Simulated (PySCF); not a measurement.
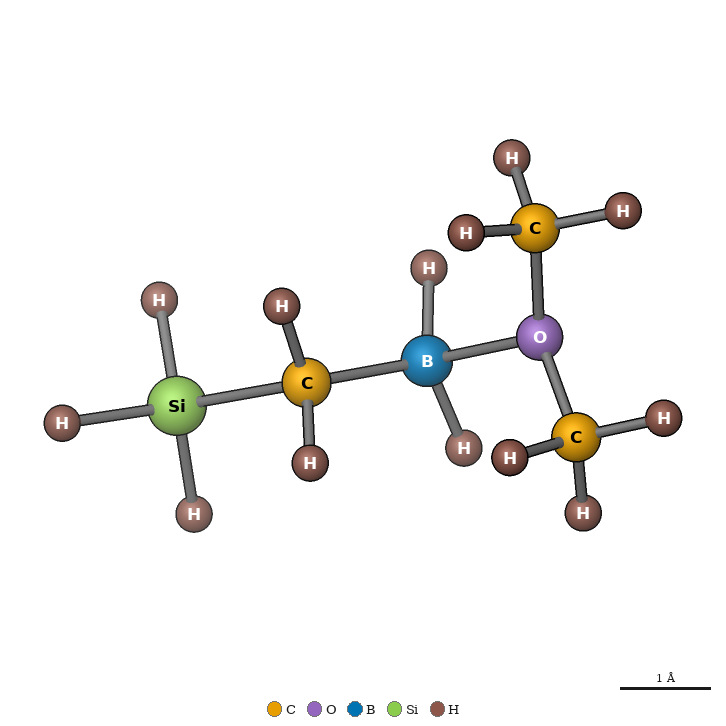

The picture shows a molecular structure as a ball-and-stick model.

The geometry was computed by an optimisation with PBE0-D3(BJ)/def2-SVP. No frequency run is at hand to confirm it as a minimum.

Which formula does it have?

Answer. C₃H₁₃BOSi, 19 atoms: 3 carbon, 13 hydrogen, 1 boron, 1 oxygen and 1 silicon.

Does it have rings?

Answer. It has no ring.

Name functional groups in it.

Answer. Among them: Si–H bond, B–H bond.

Give a SMILES string for it.

Answer. C[O+](C)[BH2-]C[SiH3]

How many bonds of each kind are drawn?

Answer. 8 C–H, 3 Si–H, 2 C–O, 2 B–H, 1 B–O, 1 C–B, 1 C–Si.
